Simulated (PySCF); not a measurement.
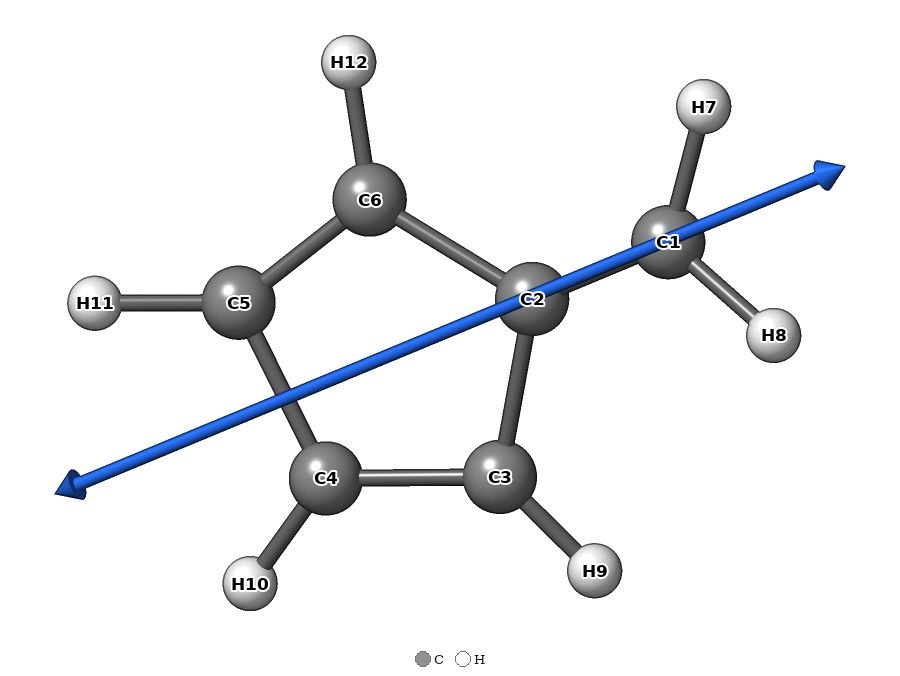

The double arrow shows the direction of the transition dipole to excited singlet state 2 (its length means nothing). Geometry: a frame of a GFN2-xTB molecular-dynamics simulation, not a minimum. Level of theory: TDDFT PBE0/def2-SVPD, vertical, gas phase, core orbitals frozen in the response (PySCF 2.14.0).

Question: How is the transition polarised?

Answer: Nearly parallel to the C1–C2 bond.

Question: Where does the transition lie, and how strong is it?

Answer: 5.40 eV (229 nm), oscillator strength 0.33, mainly HOMO−1 → LUMO (weight 0.88); transition dipole 4.01 D.
